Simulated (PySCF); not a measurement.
# C4H13NP2Si2: what the fields show

Input

```
{"job": {"kind": "uv", "xc": "CAM-B3LYP", "basis": "def2-SVPD", "ip": true}, "charge": 0, "multiplicity": 1}
C     -2.734741     0.414993    -0.567310
C     -2.423863     0.855707     0.879835
C     -1.180723     0.037614     1.273153
N     -0.554868    -0.321761     0.012444
Si     0.970266     0.293008    -0.510608
P      2.566124     0.192723     1.113289
Si     3.676547    -0.389621    -0.797293
P      1.931957    -0.960300    -2.157631
C     -1.647710    -0.624447    -0.895475
H     -3.745153    -0.005682    -0.676950
H     -2.664758     1.270622    -1.255064
H     -3.262207     0.676342     1.569015
H     -2.200542     1.932190     0.916598
H     -0.486326     0.582385     1.931068
H     -1.484205    -0.880619     1.812255
H      0.983863     1.709445    -1.017744
H      2.240912    -1.187008     1.330594
H      4.684151    -1.475838    -0.608459
H      4.355033     0.818297    -1.353770
H      1.716722    -2.138838    -1.369387
H     -1.321019    -0.601880    -1.946649
H     -2.024347    -1.646335    -0.696191
```

Run with:

```sh
OMP_NUM_THREADS=1 python probes_run.py task.json out
```

Geometry: PBE0-D3(BJ)/def2-SVP.

Level of theory: CAM-B3LYP/def2-SVPD, SCF density, gas phase (PySCF 2.14.0).

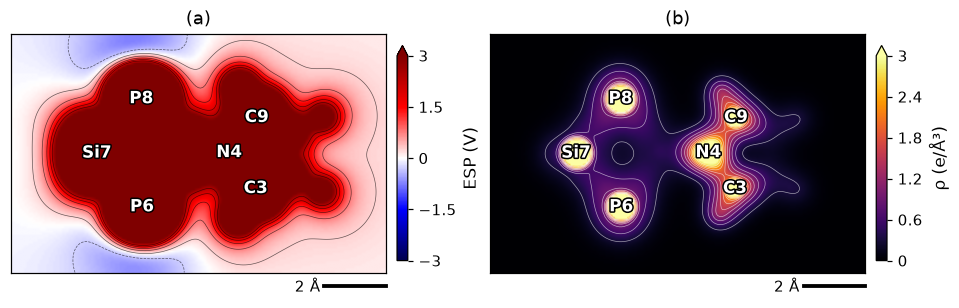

Figure 1. (a) electrostatic potential; (b) electron density on the plane of atoms C3, N4 and C9.

### Describe what can be read from this map.

Atoms in the plane: C, N, P and Si.
C–N (1.45 Å): ρ at the midpoint is about 1.9 e/Å³.
Si–P (2.29 Å): the density is about 0.69 e/Å³ at the midpoint, with its minimum of 0.61 e/Å³ about 0.8 Å from Si.
Outside the dense part of the molecule the potential is most negative (−0.7 V) near P8.

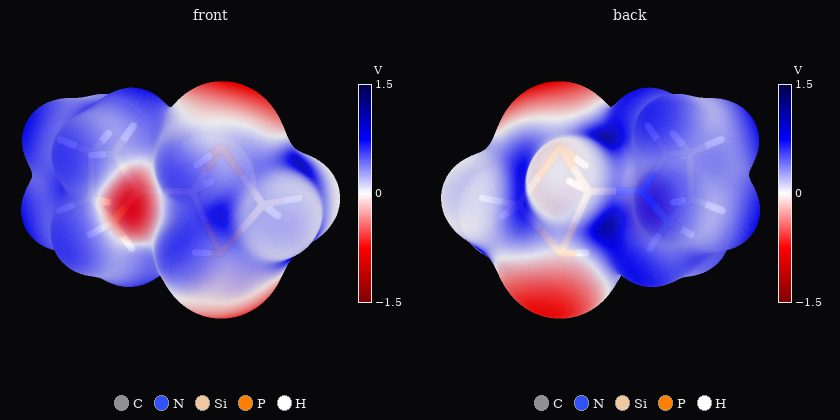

Figure 2. The molecular electrostatic potential painted on the density surface at 0.002 e/bohr³, seen from the front and from behind; the colour scale runs from red (negative) to blue (positive).

### Where is the surface potential most negative and most positive?

The most negative region (about −0.8 V) lies over N4, P6 and P8, the most positive (about +1.0 V) over Si5 and Si7.
